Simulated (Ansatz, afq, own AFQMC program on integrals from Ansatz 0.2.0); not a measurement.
# AlBH (doublet): quantum Monte Carlo beside coupled cluster, cc-pVTZ, part 1 of 2

Aim: compute AlBH (doublet) with auxiliary-field quantum Monte Carlo on the same integrals as coupled cluster, and set the energies side by side.

Program: Ansatz 0.2.0, Gaussian basis, and an in-house AFQMC program (afq) on its integrals; all values are calculated. Level of theory: cc-pVTZ, frozen cores. These are calculated values, not measurements.

Plan: PBE (unrestricted); CCSD(T) on UHF; r2SCAN (unrestricted); PBE0 (unrestricted); B3LYP (unrestricted); CCSDT(Q) on UHF; wB97M-V (unrestricted); B2PLYP (unrestricted); CCSD(T) on UHF; CCSD(T) on UHF; Phaseless AFQMC, CISD trial on UHF; Phaseless AFQMC, single-determinant trial on UHF; Free-projection AFQMC, CISD trial on UHF; CCSD(T) on ROHF; CCSDT(Q) on ROHF; Phaseless AFQMC, CISD trial on ROHF; Phaseless AFQMC, single-determinant trial on ROHF; Free-projection AFQMC, CISD trial on ROHF.

**1. The system**

The geometry is a PBE0/def2-TZVP stationary point (not a proven minimum).

3 atoms, charge 0, spin multiplicity 2.

Atoms are counted from 1 here; the program's logs count them from 0.

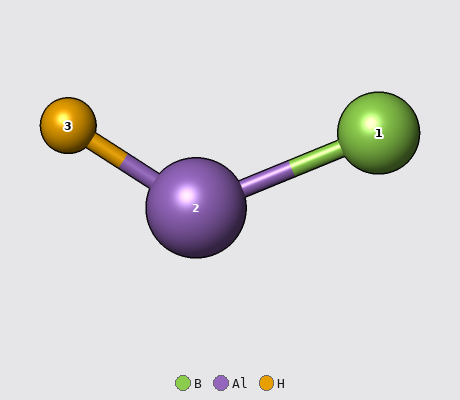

The geometry (boron green, aluminium purple, hydrogen amber); atoms are numbered from 1 in the order of the file.

**2. PBE (unrestricted)**

in.yaml reads:

```yaml
crystal:
  periodic: [false, false, false]
  atoms:
    - {symbol: B, position_ang: [0.000000, -0.138799, 1.515922]}
    - {symbol: Al, position_ang: [0.000000, 0.096806, -0.547327]}
    - {symbol: H, position_ang: [0.000000, -1.102664, -1.608146]}
basis:
  gaussian: {orbitals: cc-pVTZ}
magnetization: {spin_polarized: true, initial_magnetization: 1}
hamiltonian: {xc: {name: PBE}}
output: {orbitals: {seedname: orbitals}}
```

Command:

```sh
> ansatz run in.yaml --threads 1 --pin off --events-out ev --progress --plain --max-ram 8192MiB --backend cpu
```

Log, cut to the lines that bear on the results:

```text
Functional definition: PBE
  name "PBE"
  cite "Perdew, Burke & Ernzerhof, Phys. Rev. Lett. 77, 3865 (1996) doi:10.1103/PhysRevLett.77.3865"
  parent pbe
[...]
545 factors; their error is unknown
[...]
mean field -7279.33012996 eV, -267.5104481687 hartree, gradient 7.8e-6 eV, S^2 1.289661; 15 other end points of the search recorded, 0 dependent functions left out
reference -7279.33016379 eV, -267.5104494120 hartree; 10, 9 occupied and 68, 69 virtual orbitals, 545 factors
Total energy: -7279.33016379 eV, -267.5104494120 hartree
```

Wall time 11 s (1 thread of AMD EPYC 7R13 (Zen 3), shared host); peak memory 2 GiB.

From the report: ⟨S²⟩ of the determinant 1.290 (pure doublet: 0.75). The determinant is far from a pure spin state, so its energy mixes those of several spin states (harmless only where they are near-degenerate, as at dissociation).

**3. CCSD(T) on UHF**

Edit in.yaml of step 2 so:

```diff
@@ -9,3 +9,2 @@
 magnetization: {spin_polarized: true, initial_magnetization: 1}
-hamiltonian: {xc: {name: PBE}}
-output: {orbitals: {seedname: orbitals}}
+correlation: {method: ccsd_t, electrons: outside_noble_gas, hamiltonian_folder: ham}
```

Command:

```sh
> ansatz run in.yaml --threads 1 --pin off --events-out ev --progress --plain --max-ram 24576MiB --backend cuda --devices 0, --max-vram 18GiB
```

Log, cut to the lines that bear on the results:

```text
Functional definition: HF
  name "HF"
  cite "Fock, Z. Phys. 61, 126 (1930) doi:10.1007/BF01340294"
  parent pbe
[...]
474 factors; integrals over basis functions are off by at most 1.1e-3 eV
[...]
mean field -7266.44334529 eV, -267.0368675673 hartree, gradient 3.5e-6 eV, S^2 1.673272; 29 other end points of the search recorded, 0 dependent functions left out
[...]
6 core orbitals not correlated: weight in the atoms' cores, before any rotation towards them, 1.000 or more for the frozen orbitals, at most 0.000 for the correlated occupied ones
reference -7266.44334529 eV, -267.0368675673 hartree; 4, 3 occupied and 68, 69 virtual orbitals, 474 factors
second order -2.76346568 eV of doubles, -0.00000000 eV of singles
cycle   1  -3.73488419 eV  change    6.4e-8 eV  update   4.9e-6
perturbative correction -0.19370689 eV, -0.0071185969 hartree
Total energy: -7270.37193637 eV, -267.1812406264 hartree
```

It took 20 s on 1 × NVIDIA H100 80GB HBM3 with 1 thread of AMD EPYC 7R13 (Zen 3), shared host; peak host memory 2 GiB.

From the report: ⟨S²⟩ of the determinant 1.673 (pure doublet: 0.75); correlation -3.9286 eV; T1 0.076; largest double amplitude 0.10. The determinant is far from a pure spin state, so its energy mixes those of several spin states (harmless only where they are near-degenerate, as at dissociation).

This run also writes the integrals to the folder ham.

**4. r2SCAN (unrestricted)**

Edit in.yaml of step 3 so:

```diff
@@ -9,2 +9,2 @@
 magnetization: {spin_polarized: true, initial_magnetization: 1}
-correlation: {method: ccsd_t, electrons: outside_noble_gas, hamiltonian_folder: ham}
+hamiltonian: {xc: {name: r2SCAN}}
```

Command:

```sh
> ansatz run in.yaml --threads 1 --pin off --events-out ev --progress --plain --max-ram 8192MiB --backend cpu
```

Log, cut to the lines that bear on the results:

```text
Functional definition: r2SCAN
  name "r2SCAN"
  cite "Furness, Kaplan, Ning, Perdew & Sun, J. Phys. Chem. Lett. 11, 8208 (2020) doi:10.1021/acs.jpclett.0c02405"
  cite "Furness, Kaplan, Ning, Perdew & Sun, J. Phys. Chem. Lett. 11, 9248 (2020) doi:10.1021/acs.jpclett.0c03077"
  parent r2scan
[...]
545 factors; their error is unknown
[...]
mean field -7283.11227713 eV, -267.6494395137 hartree, gradient 8.3e-6 eV, S^2 1.503279; 11 other end points of the search recorded, 0 dependent functions left out
reference -7283.11229171 eV, -267.6494400496 hartree; 10, 9 occupied and 68, 69 virtual orbitals, 545 factors
Total energy: -7283.11229171 eV, -267.6494400496 hartree
```

Run time: 20 s. Hardware: 1 thread of AMD EPYC 7R13 (Zen 3), shared host; peak memory 2 GiB.

From the report: ⟨S²⟩ of the determinant 1.503 (pure doublet: 0.75). The determinant is far from a pure spin state, so its energy mixes those of several spin states (harmless only where they are near-degenerate, as at dissociation).

**5. PBE0 (unrestricted)**

Edit in.yaml of step 4 so:

```diff
@@ -9,2 +9,3 @@
 magnetization: {spin_polarized: true, initial_magnetization: 1}
-hamiltonian: {xc: {name: r2SCAN}}
+hamiltonian: {xc: {name: PBE0}}
+output: {orbitals: {seedname: orbitals}}
```

Launched as before.

Log, cut to the lines that bear on the results:

```text
Functional definition: PBE0
  name "PBE0"
  cite "Adamo & Barone, J. Chem. Phys. 110, 6158 (1999) doi:10.1063/1.478522"
  cite "Perdew, Burke & Ernzerhof, Phys. Rev. Lett. 77, 3865 (1996) doi:10.1103/PhysRevLett.77.3865"
  parent pbe
[...]
557 factors; their error is unknown
[...]
mean field -7280.05238670 eV, -267.5369906146 hartree, gradient 7.5e-6 eV, S^2 1.427239; 10 other end points of the search recorded, 0 dependent functions left out
reference -7280.05241269 eV, -267.5369915695 hartree; 10, 9 occupied and 68, 69 virtual orbitals, 557 factors
Total energy: -7280.05241269 eV, -267.5369915695 hartree
```

Run time: 9.5 s. Hardware: 1 thread of AMD EPYC 7R13 (Zen 3), shared host; peak memory 2 GiB.

From the report: ⟨S²⟩ of the determinant 1.427 (pure doublet: 0.75). The determinant is far from a pure spin state, so its energy mixes those of several spin states (harmless only where they are near-degenerate, as at dissociation).

**6. B3LYP (unrestricted)**

Edit in.yaml of step 5 so:

```diff
@@ -9,3 +9,2 @@
 magnetization: {spin_polarized: true, initial_magnetization: 1}
-hamiltonian: {xc: {name: PBE0}}
-output: {orbitals: {seedname: orbitals}}
+hamiltonian: {xc: {name: B3LYP}}
```

Same command.

Log, cut to the lines that bear on the results:

```text
Functional definition: B3LYP
  name "B3LYP"
  cite "Stephens, Devlin, Chabalowski & Frisch, J. Phys. Chem. 98, 11623 (1994) doi:10.1021/j100096a001"
  cite "Becke, Phys. Rev. A 38, 3098 (1988) doi:10.1103/PhysRevA.38.3098"
  cite "Lee, Yang & Parr, Phys. Rev. B 37, 785 (1988) doi:10.1103/PhysRevB.37.785"
  cite "Vosko, Wilk & Nusair, Can. J. Phys. 58, 1200 (1980) doi:10.1139/p80-159"
[...]
557 factors; their error is unknown
[...]
mean field -7284.92447176 eV, -267.7160364382 hartree, gradient 5.9e-6 eV, S^2 1.291033; 9 other end points of the search recorded, 0 dependent functions left out
reference -7284.92466698 eV, -267.7160436123 hartree; 10, 9 occupied and 68, 69 virtual orbitals, 557 factors
Total energy: -7284.92466698 eV, -267.7160436123 hartree
```

Wall time 7.5 s (1 thread of AMD EPYC 7R13 (Zen 3), shared host); peak memory 2 GiB.

From the report: ⟨S²⟩ of the determinant 1.291 (pure doublet: 0.75). The determinant is far from a pure spin state, so its energy mixes those of several spin states (harmless only where they are near-degenerate, as at dissociation).

**7. CCSDT(Q) on UHF**

Edit in.yaml of step 6 so:

```diff
@@ -9,2 +9,2 @@
 magnetization: {spin_polarized: true, initial_magnetization: 1}
-hamiltonian: {xc: {name: B3LYP}}
+correlation: {method: ccsdt_q, electrons: outside_noble_gas}
```

Command:

```sh
> ansatz run in.yaml --threads 1 --pin off --events-out ev --progress --plain --max-ram 24576MiB --backend cuda --devices 0, --max-vram 18GiB
```

Log, cut to the lines that bear on the results:

```text
Functional definition: HF
  name "HF"
  cite "Fock, Z. Phys. 61, 126 (1930) doi:10.1007/BF01340294"
  parent pbe
[...]
931 factors; integrals over basis functions are off by at most 1.9e-7 eV
[...]
mean field -7266.44335084 eV, -267.0368677710 hartree, gradient 3.6e-6 eV, S^2 1.673272; 29 other end points of the search recorded, 0 dependent functions left out
[...]
reference -7266.44335084 eV, -267.0368677710 hartree; 4, 3 occupied and 68, 69 virtual orbitals, 931 factors
second order -2.76347486 eV of doubles, -0.00000000 eV of singles
cycle   1  -3.28337054 eV  change   -5.2e-1 eV  update   8.4e-2
[...]
cycle  13  -4.05307178 eV  change   -2.4e-7 eV  update   1.6e-7
perturbative correction -0.03058561 eV, -0.0011240004 hartree
Total energy: -7270.52700823 eV, -267.1869394122 hartree
```

Run time: 32 s. Hardware: 1 × NVIDIA H100 80GB HBM3 with 1 thread of AMD EPYC 7R13 (Zen 3), shared host; peak host memory 2 GiB.

From the report: ⟨S²⟩ of the determinant 1.673 (pure doublet: 0.75); correlation -4.0837 eV; T1 0.129; largest double amplitude 0.20. The determinant is far from a pure spin state, so its energy mixes those of several spin states (harmless only where they are near-degenerate, as at dissociation).

**8. wB97M-V (unrestricted)**

Edit in.yaml of step 7 so:

```diff
@@ -9,2 +9,3 @@
 magnetization: {spin_polarized: true, initial_magnetization: 1}
-correlation: {method: ccsdt_q, electrons: outside_noble_gas}
+hamiltonian: {xc: {name: wB97M-V}}
+output: {orbitals: {seedname: orbitals}}
```

Command:

```sh
> ansatz run in.yaml --threads 1 --pin off --events-out ev --progress --plain --max-ram 8192MiB --backend cpu
```

Log, cut to the lines that bear on the results:

```text
Functional definition: wB97M-V
  name "wB97M-V"
  cite "Mardirossian & Head-Gordon, J. Chem. Phys. 144, 214110 (2016) doi:10.1063/1.4952647"
  cite "Becke, J. Chem. Phys. 107, 8554 (1997) doi:10.1063/1.475007"
  cite "Vydrov & Van Voorhis, J. Chem. Phys. 133, 244103 (2010) doi:10.1063/1.3521275"
  # Of w^i u^j: cxij and so on, Table III.
[...]
  gx(w, u) = 1 - cx + cx01*u + cx10*w
[...]
      + integral(e_c_pw_mod_opposite_spin*gos(b97_w_opposite, b97_u_opposite)) + vv10(b, c)
545 factors; their error is unknown
123 factors; integrals over basis functions are off by at most 7.6e-5 eV
[...]
mean field -7283.13349602 eV, -267.6502192937 hartree, gradient 4.8e-6 eV, S^2 1.210144; 5 other end points of the search recorded, 0 dependent functions left out
reference -7283.13353344 eV, -267.6502206688 hartree; 10, 9 occupied and 68, 69 virtual orbitals, 545 factors
Total energy: -7283.13353344 eV, -267.6502206688 hartree
```

Run time: 13 s. Hardware: 1 thread of AMD EPYC 7R13 (Zen 3), shared host; peak memory 2 GiB.

From the report: ⟨S²⟩ of the determinant 1.210 (pure doublet: 0.75).

**9. B2PLYP (unrestricted)**

Edit in.yaml of step 8 so:

```diff
@@ -9,3 +9,3 @@
 magnetization: {spin_polarized: true, initial_magnetization: 1}
-hamiltonian: {xc: {name: wB97M-V}}
-output: {orbitals: {seedname: orbitals}}
+hamiltonian: {xc: {name: B2PLYP}}
+correlation: {electrons: outside_noble_gas}
```

Launched as before.

Log, cut to the lines that bear on the results:

```text
Functional definition: B2PLYP
  name "B2PLYP"
  cite "Grimme, J. Chem. Phys. 124, 034108 (2006) doi:10.1063/1.2148954"
  cite "Becke, Phys. Rev. A 38, 3098 (1988) doi:10.1103/PhysRevA.38.3098"
  cite "Lee, Yang & Parr, Phys. Rev. B 37, 785 (1988) doi:10.1103/PhysRevB.37.785"
[...]
474 factors; integrals over basis functions are off by at most 1.1e-3 eV
[...]
mean field -7279.09892135 eV, -267.5019514092 hartree, gradient 3.5e-6 eV, S^2 1.511338; 12 other end points of the search recorded, 0 dependent functions left out
6 core orbitals not correlated: weight in the atoms' cores, before any rotation towards them, 1.000 or more for the frozen orbitals, at most 0.000 for the correlated occupied ones
reference -7279.09904639 eV, -267.5019560041 hartree; 4, 3 occupied and 68, 69 virtual orbitals, 474 factors
second order -3.90674652 eV of doubles, -0.00000000 eV of singles
Total energy: -7280.15386795 eV, -267.5407199815 hartree
```

It took 17 s on 1 thread of AMD EPYC 7R13 (Zen 3), shared host; peak memory 2 GiB.

From the report: ⟨S²⟩ of the determinant 1.511 (pure doublet: 0.75). The determinant is far from a pure spin state, so its energy mixes those of several spin states (harmless only where they are near-degenerate, as at dissociation).

**10. CCSD(T) on UHF**

Edit in.yaml of step 9 so:

```diff
@@ -7,5 +7,4 @@
 basis:
-  gaussian: {orbitals: cc-pVTZ}
+  gaussian: {orbitals: def2-TZVPP}
 magnetization: {spin_polarized: true, initial_magnetization: 1}
-hamiltonian: {xc: {name: B2PLYP}}
-correlation: {electrons: outside_noble_gas}
+correlation: {method: ccsd_t, electrons: outside_noble_gas}
```

Command:

```sh
> ansatz run in.yaml --threads 1 --pin off --events-out ev --progress --plain --max-ram 24576MiB --backend cuda --devices 0, --max-vram 18GiB
```

Log, cut to the lines that bear on the results:

```text
Functional definition: HF
  name "HF"
  cite "Fock, Z. Phys. 61, 126 (1930) doi:10.1007/BF01340294"
  parent pbe
[...]
527 factors; integrals over basis functions are off by at most 1.9e-3 eV
[...]
mean field -7266.36336557 eV, -267.0339283667 hartree, gradient 5.8e-6 eV, S^2 1.673832; 30 other end points of the search recorded, 0 dependent functions left out
[...]
6 core orbitals not correlated: weight in the atoms' cores, before any rotation towards them, 1.000 or more for the frozen orbitals, at most 0.000 for the correlated occupied ones
reference -7266.36336557 eV, -267.0339283667 hartree; 4, 3 occupied and 77, 78 virtual orbitals, 527 factors
second order -2.74786937 eV of doubles, -0.00000000 eV of singles
cycle   1  -3.71998157 eV  change    2.4e-7 eV  update   5.2e-6
perturbative correction -0.19257730 eV, -0.0070770851 hartree
Total energy: -7270.27592444 eV, -267.1777122531 hartree
```

It took 52 s on 1 × NVIDIA H100 80GB HBM3 with 1 thread of AMD EPYC 7R13 (Zen 3), shared host; peak host memory 2 GiB.

From the report: ⟨S²⟩ of the determinant 1.674 (pure doublet: 0.75); correlation -3.9126 eV; T1 0.076; largest double amplitude 0.10. The determinant is far from a pure spin state, so its energy mixes those of several spin states (harmless only where they are near-degenerate, as at dissociation).

**11. CCSD(T) on UHF**

Edit in.yaml of step 10 so:

```diff
@@ -7,3 +7,3 @@
 basis:
-  gaussian: {orbitals: def2-TZVPP}
+  gaussian: {orbitals: "def2-QZVPP.json"}
 magnetization: {spin_polarized: true, initial_magnetization: 1}
```

The command is unchanged.

Log, cut to the lines that bear on the results:

```text
Functional definition: HF
  name "HF"
  cite "Fock, Z. Phys. 61, 126 (1930) doi:10.1007/BF01340294"
  parent pbe
[...]
928 factors; integrals over basis functions are off by at most 8.2e-4 eV
[...]
mean field -7266.57384593 eV, -267.0416633773 hartree, gradient 3.2e-6 eV, S^2 1.675416; 30 other end points of the search recorded, 0 dependent functions left out
[...]
6 core orbitals not correlated: weight in the atoms' cores, before any rotation towards them, 1.000 or more for the frozen orbitals, at most 0.000 for the correlated occupied ones
reference -7266.57384593 eV, -267.0416633773 hartree; 4, 3 occupied and 147, 148 virtual orbitals, 928 factors
second order -2.95651483 eV of doubles, -0.00000000 eV of singles
cycle   1  -3.87249656 eV  change   -2.3e-7 eV  update   6.0e-6
perturbative correction -0.20963633 eV, -0.0077039930 hartree
Total energy: -7270.65597882 eV, -267.1916789940 hartree
```

It took 69 s on 1 × NVIDIA H100 80GB HBM3 with 1 thread of AMD EPYC 7R13 (Zen 3), shared host; peak host memory 2 GiB.

From the report: ⟨S²⟩ of the determinant 1.675 (pure doublet: 0.75); correlation -4.0821 eV; T1 0.076; largest double amplitude 0.07. The determinant is far from a pure spin state, so its energy mixes those of several spin states (harmless only where they are near-degenerate, as at dissociation).

**12. Phaseless AFQMC, CISD trial on UHF**

It reads the integrals that the CCSD(T) run on this determinant wrote.

Command:

```sh
> afq ham --method phaseless --trial cisd --walkers 1600 --populations 20 --least-time 60 --time-step 0.005 --steps-per-block 50 --equilibration-blocks 28 --max-blocks 4000 --target-error 0.00016 --factor-cut 1e-05 --start spin_pure --seed 6716 --release-times 0.24,0.51,0.99,1.62,2.4 --release-step 0.03 --release-every 3 --taylor-order 6
```

Log:

```text
orbitals 72  electrons 4 3  factors 463 of 474
reference energy -267.03686757 Eh
CCSD correlation -0.13725449 Eh in 24 cycles, weight of the determinant in the CISD state 0.7996
energy of the start -267.151634 Eh
 block  time / (1/Eh)  mean weight  energy / Eh
     1     0.250  0.9997  -267.160873
     2     0.500  1.0002  -267.167061
     3     0.750  1.0000  -267.171451
     4     1.000  1.0003  -267.174484
     5     1.250  1.0000  -267.176994
     6     1.500  0.9997  -267.178690
     7     1.750  1.0001  -267.180118
     8     2.000  0.9998  -267.180742
     9     2.250  0.9998  -267.181570
    10     2.500  1.0000  -267.182679
    15     3.750  1.0002  -267.184697
    22     5.500  1.0000  -267.185416
    29     7.250  0.9999  -267.185521
    36     9.000  1.0002  -267.184846
    43    10.750  1.0001  -267.185633
    50    12.500  1.0000  -267.184960
    57    14.250  0.9994  -267.185560
    64    16.000  1.0005  -267.186321
    71    17.750  1.0002  -267.183971
    78    19.500  0.9998  -267.185027
    85    21.250  0.9999  -267.186313
    92    23.000  1.0003  -267.185612
    99    24.750  1.0001  -267.184987
   106    26.500  1.0000  -267.185561
   113    28.250  1.0000  -267.184256
   120    30.000  1.0000  -267.184730
   127    31.750  1.0000  -267.184350
   134    33.500  1.0002  -267.185804
   141    35.250  0.9991  -267.185284
   148    37.000  0.9995  -267.184457
   155    38.750  0.9997  -267.185230
   162    40.500  0.9999  -267.189283
   169    42.250  0.9998  -267.184484
   176    44.000  1.0004  -267.185446
   183    45.750  1.0002  -267.185285
   190    47.500  0.9997  -267.184539
   197    49.250  1.0001  -267.185998
   204    51.000  1.0003  -267.183620
   211    52.750  0.9991  -267.185565
   218    54.500  1.0001  -267.185175
   225    56.250  1.0004  -267.186670
   232    58.000  0.9997  -267.183927
   239    59.750  1.0004  -267.184612
   246    61.500  1.0002  -267.184941
   253    63.250  1.0000  -267.186681
   260    65.000  1.0003  -267.184599
   267    66.750  0.9997  -267.183982
   274    68.500  0.9999  -267.185000
   281    70.250  0.9996  -267.184839
   288    72.000  1.0001  -267.185586
   295    73.750  0.9998  -267.185681
error from the spread of 20 populations
released: time / (1/Eh)  energy / Eh  error  mean overlap
  0.24  -267.185454  0.000217  0.9990
  0.51  -267.185864  0.000180  0.9991
  0.99  -267.186484  0.000173  0.9925
  1.62  -267.186625  0.000255  0.9896
  2.40  -267.187231  0.000252  0.9815
energy -267.185095 +/- 0.000230 Eh
```

It took 4 min on 1 × NVIDIA H100 80GB HBM3 with 2 threads of AMD EPYC 7R13 (Zen 3), shared host; peak host memory 2 GiB.

Energy -7270.4768 ± 0.0063 eV. Caveats: constraint bias not in the error.

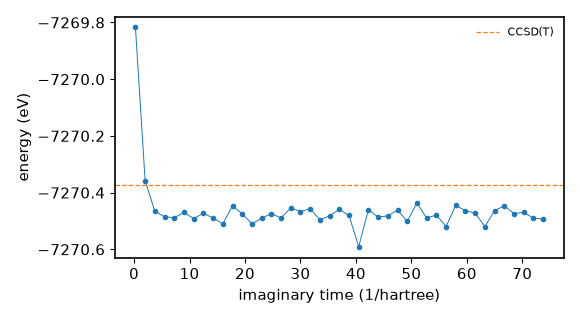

Block energies along the walk.

(Continued in part 2 of 2.)
